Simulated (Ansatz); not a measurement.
**Run report: Ga15FeO24, geometry relaxation (part 3 of 3)**

Continued. System: Ga15FeO24 (defect cell, 40 atoms in the cell). Method: DFT LDA, scalar-relativistic, plane waves, PAW, spin-polarised (Ansatz 0.2.0); cutoff 420 eV, 2×2×2 k-mesh, Gaussian smearing of 0.01 eV, collinear spins. The structure derives from a Materials Project entry. It belongs to a series of runs on one base structure; here: Fe on a Ga site (i), charge +0, atoms relaxed at the host's cell, started again with a moment of 1 μB.

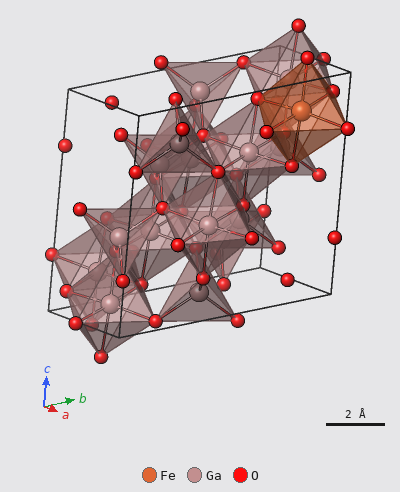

**Figure 1.** The geometry at step 2 of the log (polyhedral view of the cell of the calculation, seen slightly off an axis; polyhedra are completed across the faces of the cell).

Output, continued:
```
--- Relaxed structure (2 steps of the walk, 2 accepted, 0 SCFs on fresh bases) ---
  F+E_penalty+E_count = -73366.11317800 eV   max|allowed force component| = 3.737e-3 eV/Å
  atoms:
    - { symbol: Fe, position: [0.855207839, 0.8298040838, 0.8418275066] }
    - { symbol: Ga, position: [0.09851687140000004, 0.5844857574999998, 0.5855229354999999] }
    - { symbol: Ga, position: [0.5969686015, 0.08500720149999999, 0.08709462399999995] }
    - { symbol: Ga, position: [0.3488252890999999, 0.3336507556000001, 0.337750806] }
    - { symbol: Ga, position: [0.9005832547999999, 0.4165447797, 0.4130892743999998] }
    - { symbol: Ga, position: [0.1508452313, 0.1676070383, 0.16304525839999995] }
    - { symbol: Ga, position: [0.6522225660999998, 0.6674857926, 0.6630842726999999] }
    - { symbol: Ga, position: [0.4024883253999998, 0.9168163506, 0.9129919813999999] }
    - { symbol: Ga, position: [0.036306736499999964, 0.7846039139999998, 0.1724788151999999] }
    - { symbol: Ga, position: [0.28810305199999997, 0.5335678446000001, 0.9209151127999999] }
    - { symbol: Ga, position: [0.7842400937, 0.03363361810000004, 0.4212114977] }
    - { symbol: Ga, position: [0.5341644629000001, 0.28390806099999993, 0.6713348624] }
    - { symbol: Ga, position: [0.7142567759, 0.4654627324999999, 0.07984953229999997] }
    - { symbol: Ga, position: [0.9665074573999999, 0.21753647320000014, 0.8293574159999998] }
    - { symbol: Ga, position: [0.46550308329999995, 0.7159184412999998, 0.3302427482] }
    - { symbol: Ga, position: [0.2172777811, 0.9675865651, 0.5785416493999999] }
    - { symbol: O, position: [1.00203787, 0.008641854199999965, 0.744137417] }
    - { symbol: O, position: [0.24982711549999997, 0.7580302202, 0.4954251611999999] }
    - { symbol: O, position: [0.7506441832000001, 0.256211077, 0.9947579815] }
    - { symbol: O, position: [0.49876396070000006, 0.5080411525999999, 0.24478446059999998] }
    - { symbol: O, position: [0.7505766846000002, 0.24178401679999995, 0.5067102452999999] }
    - { symbol: O, position: [0.0007222265999999866, 0.9936674471000001, 0.2564280094999999] }
    - { symbol: O, position: [0.5014796600999999, 0.49333105599999993, 0.754739858] }
    - { symbol: O, position: [0.24881921119999997, 0.7443742973999999, 0.004674003699999971] }
    - { symbol: O, position: [0.08966395299999999, 0.5643467115, 0.34874037199999997] }
    - { symbol: O, position: [0.3389897399, 0.3154777615, 0.0995684376] }
    - { symbol: O, position: [0.8404692034999999, 0.8125962719, 0.5961634805999999] }
    - { symbol: O, position: [0.5853460389000001, 0.06749445619999994, 0.8511951967] }
    - { symbol: O, position: [0.6575808189, 0.6839200740000001, 0.9019924674999998] }
    - { symbol: O, position: [0.9113874534, 0.4357636053999998, 0.6512962912] }
    - { symbol: O, position: [0.41088870259999993, 0.9352353792000001, 0.15226404989999998] }
    - { symbol: O, position: [0.16056890209999997, 0.18635769219999995, 0.40070898499999996] }
    - { symbol: O, position: [0.43006300210000004, 0.9040755481999998, 0.6797441895999998] }
    - { symbol: O, position: [0.6788829359, 0.6517839638000001, 0.4306691278] }
    - { symbol: O, position: [0.17877514269999994, 0.15233057429999997, 0.9315512910999999] }
    - { symbol: O, position: [0.9279625157, 0.40345204559999986, 0.18021457469999996] }
    - { symbol: O, position: [0.3210888406999999, 0.3480572092, 0.5696145196] }
    - { symbol: O, position: [0.5708371575, 0.09841871470000002, 0.3197846060999999] }
    - { symbol: O, position: [0.0747655934, 0.5939971346999999, 0.8198396528999999] }
    - { symbol: O, position: [0.8209106655, 0.8477984408999999, 0.07349684999999984] }
--- Löwdin populations: 40 sites ---
  site symbol       q [e]    m [muB]
     0     Fe     14.4524     3.9047
     1     Ga     12.0399     0.0047
     2     Ga     12.0400     0.0047
     3     Ga     12.0228     0.0008
     4     Ga     12.0223    -0.0001
     5     Ga     12.0223     0.0004
     6     Ga     12.0374     0.0026
     7     Ga     12.0378     0.0020
     8     Ga     12.0064     0.0056
     9     Ga     12.0067     0.0055
    10     Ga     12.0037     0.0025
    11     Ga     12.0037     0.0026
    12     Ga     12.0136     0.0022
    13     Ga     12.0061     0.0057
    14     Ga     11.9975     0.0005
    15     Ga     12.0052     0.0056
    16      O      6.6730     0.1812
    17      O      6.6192     0.0044
    18      O      6.6199     0.0069
    19      O      6.6197     0.0030
    20      O      6.6203     0.0015
    21      O      6.6190     0.0080
    22      O      6.6191     0.0096
    23      O      6.6208     0.0022
    24      O      6.6010     0.0039
    25      O      6.6010     0.0043
    26      O      6.6582     0.0937
    27      O      6.6583     0.0932
    28      O      6.6585     0.1182
    29      O      6.6007     0.0095
    30      O      6.6010     0.0059
    31      O      6.5996     0.0045
    32      O      6.6255     0.0090
    33      O      6.6254     0.0047
    34      O      6.6253     0.0101
    35      O      6.6279     0.0003
    36      O      6.6271     0.0049
    37      O      6.6270     0.0044
    38      O      6.6696     0.2213
    39      O      6.6692     0.2220
  spilling = 0.003369 (of n_electrons = 355.000000)
```

File populations.tsv:
```
# site	symbol	l	j	q_up	q_dn
# orbitals = lowdin
# n_electrons = 355.000000
# spilling = 0.003369
0	Fe	0_3S	-	0.988555	0.989314
0	Fe	0_4S	-	0.219149	0.204131
0	Fe	1_3P	-	2.996941	2.996373
0	Fe	2_3D	-	4.973882	1.084041
1	Ga	0_4S	-	0.368698	0.366727
1	Ga	1_4P	-	0.658035	0.655878
1	Ga	2_3D	-	4.995523	4.994998
2	Ga	0_4S	-	0.368698	0.366735
2	Ga	1_4P	-	0.658116	0.655916
2	Ga	2_3D	-	4.995522	4.994993
3	Ga	0_4S	-	0.365421	0.365277
3	Ga	1_4P	-	0.651093	0.650545
3	Ga	2_3D	-	4.995297	4.995183
4	Ga	0_4S	-	0.365918	0.366010
4	Ga	1_4P	-	0.649833	0.649898
4	Ga	2_3D	-	4.995315	4.995280
5	Ga	0_4S	-	0.365696	0.365648
5	Ga	1_4P	-	0.650315	0.650053
5	Ga	2_3D	-	4.995336	4.995206
6	Ga	0_4S	-	0.367774	0.367265
6	Ga	1_4P	-	0.656781	0.654981
6	Ga	2_3D	-	4.995426	4.995135
7	Ga	0_4S	-	0.368055	0.367641
7	Ga	1_4P	-	0.656430	0.655055
7	Ga	2_3D	-	4.995412	4.995209
8	Ga	0_4S	-	0.374407	0.372972
8	Ga	1_4P	-	0.641782	0.638608
8	Ga	2_3D	-	4.989812	4.988862
9	Ga	0_4S	-	0.374468	0.373088
9	Ga	1_4P	-	0.641821	0.638593
9	Ga	2_3D	-	4.989829	4.988895
10	Ga	0_4S	-	0.373891	0.373389
10	Ga	1_4P	-	0.639523	0.637865
10	Ga	2_3D	-	4.989685	4.989346
11	Ga	0_4S	-	0.373992	0.373439
11	Ga	1_4P	-	0.639464	0.637728
11	Ga	2_3D	-	4.989706	4.989361
12	Ga	0_4S	-	0.375167	0.374597
12	Ga	1_4P	-	0.642979	0.641834
12	Ga	2_3D	-	4.989741	4.989278
13	Ga	0_4S	-	0.374960	0.373599
13	Ga	1_4P	-	0.641163	0.637634
13	Ga	2_3D	-	4.989808	4.988978
14	Ga	0_4S	-	0.373248	0.373178
14	Ga	1_4P	-	0.636155	0.635844
14	Ga	2_3D	-	4.989578	4.989508
15	Ga	0_4S	-	0.374995	0.373593
15	Ga	1_4P	-	0.640548	0.637220
15	Ga	2_3D	-	4.989835	4.989011
16	O	0_2S	-	0.840231	0.817448
16	O	1_2P	-	2.586874	2.428437
17	O	0_2S	-	0.806029	0.805647
17	O	1_2P	-	2.505809	2.501763
18	O	0_2S	-	0.806338	0.805726
18	O	1_2P	-	2.507075	2.500773
19	O	0_2S	-	0.805561	0.805317
19	O	1_2P	-	2.505806	2.503024
20	O	0_2S	-	0.806255	0.806240
20	O	1_2P	-	2.504645	2.503208
21	O	0_2S	-	0.805850	0.805086
21	O	1_2P	-	2.507647	2.500423
22	O	0_2S	-	0.806470	0.805433
22	O	1_2P	-	2.507894	2.499307
23	O	0_2S	-	0.806654	0.806549
23	O	1_2P	-	2.504830	2.502736
24	O	0_2S	-	0.822508	0.822144
24	O	1_2P	-	2.479922	2.476401
25	O	0_2S	-	0.822495	0.822059
25	O	1_2P	-	2.480115	2.476281
26	O	0_2S	-	0.838613	0.827857
26	O	1_2P	-	2.537338	2.454419
27	O	0_2S	-	0.838725	0.828048
27	O	1_2P	-	2.536993	2.454494
28	O	0_2S	-	0.841476	0.829789
28	O	1_2P	-	2.546884	2.440384
29	O	0_2S	-	0.823356	0.822533
29	O	1_2P	-	2.481734	2.473032
30	O	0_2S	-	0.823423	0.823035
30	O	1_2P	-	2.480003	2.474497
31	O	0_2S	-	0.822720	0.822233
31	O	1_2P	-	2.479347	2.475347
32	O	0_2S	-	0.817950	0.817424
32	O	1_2P	-	2.499315	2.490847
33	O	0_2S	-	0.817086	0.816518
33	O	1_2P	-	2.497939	2.493844
34	O	0_2S	-	0.817428	0.816444
34	O	1_2P	-	2.500268	2.491145
35	O	0_2S	-	0.817529	0.817588
35	O	1_2P	-	2.496592	2.496194
36	O	0_2S	-	0.817649	0.817027
36	O	1_2P	-	2.498331	2.494065
37	O	0_2S	-	0.817637	0.817083
37	O	1_2P	-	2.498081	2.494193
38	O	0_2S	-	0.849647	0.830768
38	O	1_2P	-	2.595782	2.393407
39	O	0_2S	-	0.849403	0.830485
39	O	1_2P	-	2.596183	2.393092
```

Trajectory as extended XYZ (Å, eV, eV/Å), 2 frames, from step=1 to step=2:
```
40
Lattice="4.7005 -1.5079 5.5870 6.0675 4.5237 0.0008 -1.3670 6.0316 5.5862" Properties=species:S:1:pos:R:3:forces:R:3 step=1 energy=-73366.11318
Fe    7.9040    7.5417    9.4813    0.0002   0.0017  -0.0019
Ga    3.2091    6.0271    3.8217    0.0003   0.0012  -0.0036
Ga    3.2028    0.0097    3.8219    0.0029  -0.0018  -0.0017
Ga    3.2024    3.0205    3.8359    0.0022  -0.0007  -0.0026
Ga    6.1959    3.0179    7.3395   -0.0004   0.0002   0.0000
Ga    1.5031    1.5142    1.7537    0.0000   0.0009   0.0029
Ga    6.2094    6.0354    7.3486    0.0006  -0.0002   0.0019
Ga    6.2067    9.0472    7.3496    0.0017  -0.0001   0.0016
Ga    4.6955    4.5349    1.1670   -0.0008   0.0003  -0.0020
Ga    3.3328    7.5338    6.7545    0.0005  -0.0005  -0.0003
Ga    3.3146    1.5102    6.7346   -0.0019   0.0016  -0.0009
Ga    3.3158    4.5280    6.7348   -0.0013  -0.0009   0.0009
Ga    6.0725    1.5102    4.4370    0.0011   0.0011   0.0006
Ga    4.7293    4.5290   10.0330   -0.0026   0.0017  -0.0004
Ga    6.0805    4.5285    4.4461   -0.0006  -0.0015  -0.0002
Ga    6.1013    7.5389    4.4466    0.0008  -0.0014  -0.0019
O     3.7453    3.0164    9.7553   -0.0003  -0.0003   0.0027
O     5.0965    6.0405    4.1639    0.0003   0.0001   0.0009
O     3.7232    6.0271    9.7510    0.0002  -0.0007  -0.0002
O     5.0924    3.0226    4.1544   -0.0026   0.0002   0.0014
O     4.3025    3.0182    7.0243    0.0016   0.0010   0.0020
O     5.6820    6.0406    1.4373    0.0011  -0.0002   0.0005
O     4.3188    6.0277    7.0183    0.0004  -0.0003   0.0006
O     5.6797    3.0203    1.4169   -0.0012  -0.0006   0.0005
O     3.3689    4.5212    2.4495    0.0002   0.0004   0.0006
O     3.3715    1.5165    2.4504    0.0007   0.0009   0.0006
O     8.0662    6.0044    8.0267    0.0009   0.0013   0.0002
O     1.9974    4.5567    8.0253   -0.0001  -0.0022   0.0003
O     6.0077    7.5427    8.7132   -0.0006   0.0004  -0.0001
O     6.0377    4.5253    8.7306   -0.0001  -0.0007  -0.0001
O     7.3978    4.5295    3.1470   -0.0001   0.0008   0.0010
O     1.3377    3.0178    3.1357   -0.0004  -0.0010   0.0013
O     6.5778    7.5412    6.2007   -0.0005  -0.0018  -0.0009
O     6.5571    4.5224    6.1993    0.0018  -0.0003   0.0003
O     0.4912    6.0382    6.2028    0.0016   0.0011  -0.0013
O     6.5635    1.5128    6.1916   -0.0005   0.0009  -0.0002
O     2.8425    4.5260    4.9762   -0.0020   0.0001   0.0003
O     2.8433    1.5133    4.9757   -0.0030   0.0001   0.0016
O     2.8348    7.5192    4.9980    0.0002   0.0007  -0.0018
O     8.9023    3.0406    4.9977   -0.0004  -0.0014  -0.0023
40
Lattice="4.7005 -1.5079 5.5870 6.0675 4.5237 0.0008 -1.3670 6.0316 5.5862" Properties=species:S:1:pos:R:3:forces:R:3 step=2 energy=-73366.11318
Fe    7.9040    7.5417    9.4813    0.0002   0.0017  -0.0018
Ga    3.2091    6.0271    3.8217    0.0003   0.0011  -0.0037
Ga    3.2028    0.0097    3.8219    0.0029  -0.0017  -0.0019
Ga    3.2024    3.0205    3.8359    0.0022  -0.0007  -0.0026
Ga    6.1959    3.0179    7.3395   -0.0004   0.0001   0.0000
Ga    1.5031    1.5142    1.7537    0.0000   0.0009   0.0029
Ga    6.2094    6.0354    7.3486    0.0007  -0.0001   0.0019
Ga    6.2067    9.0472    7.3496    0.0017  -0.0002   0.0016
Ga    4.6955    4.5349    1.1670   -0.0006   0.0002  -0.0016
Ga    3.3328    7.5338    6.7545    0.0006  -0.0004   0.0000
Ga    3.3146    1.5102    6.7346   -0.0018   0.0017  -0.0009
Ga    3.3158    4.5280    6.7348   -0.0012  -0.0011   0.0010
Ga    6.0725    1.5102    4.4370    0.0011   0.0012   0.0007
Ga    4.7293    4.5290   10.0330   -0.0026   0.0019  -0.0004
Ga    6.0805    4.5285    4.4461   -0.0006  -0.0015  -0.0002
Ga    6.1013    7.5389    4.4466    0.0009  -0.0016  -0.0019
O     3.7453    3.0164    9.7553   -0.0007  -0.0004   0.0026
O     5.0965    6.0405    4.1639    0.0003   0.0001   0.0009
O     3.7232    6.0271    9.7510    0.0001  -0.0007  -0.0002
O     5.0924    3.0226    4.1544   -0.0026   0.0002   0.0014
O     4.3025    3.0182    7.0243    0.0016   0.0010   0.0019
O     5.6820    6.0406    1.4373    0.0010  -0.0002   0.0005
O     4.3188    6.0277    7.0183    0.0003  -0.0002   0.0006
O     5.6797    3.0203    1.4169   -0.0012  -0.0006   0.0006
O     3.3689    4.5212    2.4495    0.0002   0.0005   0.0006
O     3.3715    1.5165    2.4504    0.0007   0.0008   0.0006
O     8.0662    6.0044    8.0267    0.0009   0.0013   0.0002
O     1.9974    4.5567    8.0253   -0.0001  -0.0023   0.0003
O     6.0077    7.5427    8.7132   -0.0006   0.0004  -0.0002
O     6.0377    4.5253    8.7306   -0.0001  -0.0007  -0.0001
O     7.3978    4.5295    3.1470   -0.0001   0.0008   0.0010
O     1.3377    3.0178    3.1357   -0.0004  -0.0010   0.0013
O     6.5778    7.5412    6.2007   -0.0005  -0.0018  -0.0010
O     6.5571    4.5224    6.1993    0.0019  -0.0003   0.0003
O     0.4912    6.0382    6.2028    0.0017   0.0010  -0.0013
O     6.5635    1.5128    6.1916   -0.0005   0.0009  -0.0002
O     2.8425    4.5260    4.9762   -0.0020   0.0001   0.0003
O     2.8433    1.5133    4.9757   -0.0030   0.0001   0.0016
O     2.8348    7.5192    4.9980    0.0001   0.0011  -0.0021
O     8.9023    3.0406    4.9977   -0.0005  -0.0018  -0.0026
```

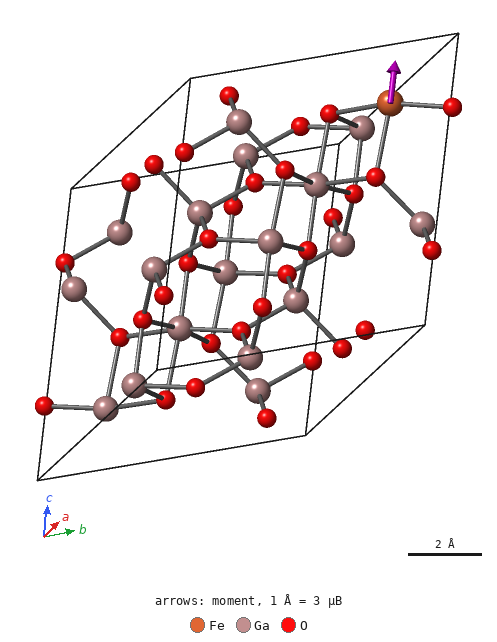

**Figure 2.** Magnetic moments of the sites as pink arrows (ball-and-stick view of the cell of the calculation, seen at an oblique angle); small moments hardly show. The run is collinear, so the axis drawn is arbitrary. Site moments: Fe1 (3.68 μB); O39, O40 (0.15 μB); O17 (0.12 μB); O29 (0.08 μB); O27, O28 (0.07 μB). They are counted near the atoms and needn't add up to the moment of the cell. Atoms are counted from 1 in the order of the input.

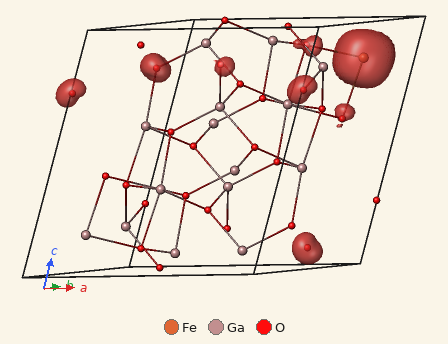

**Figure 3.** Isosurfaces of the spin density (up minus down) at +0.1 (red) and −0.1 e/Å³ (blue), seen at an oblique angle. Sticks mark near contacts. The outline is the calculation cell. The spin density sits on Fe: +3.7 μB in one cell of 40 atoms: a single local moment. The cell of the calculation (40 atoms) carries 5.0 μB net. Only one sign reaches the isovalue. Core electrons are frozen (PAW), so the fields are smoothed inside the atomic spheres.

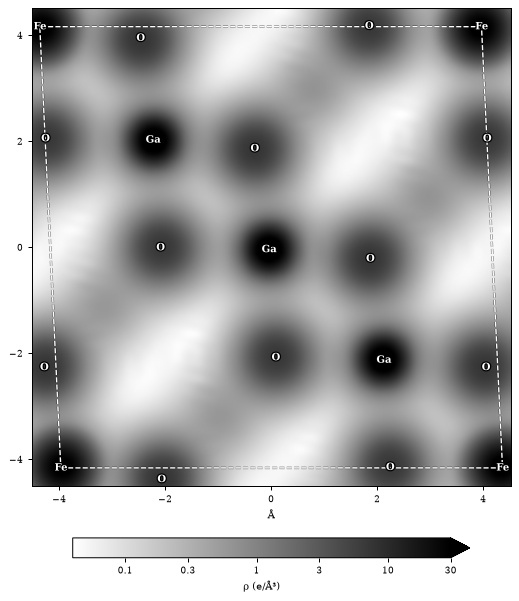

**Figure 4.** Valence pseudo-density on the (110) plane of the calculation cell. The plane passes through Fe, Ga and O nuclei. Fe–O (1.92 Å): ρ at the midpoint is about 0.73 e/Å³. Ga–O (1.93 Å): the density is about 0.7 e/Å³ at the midpoint. Ga–O (2.03 Å): the density is about 0.55 e/Å³ at the midpoint. Fe–O (2.12 Å): ρ is about 0.46 e/Å³ halfway. Away from the nuclei the density in this plane falls to 0.04 e/Å³ at its lowest.
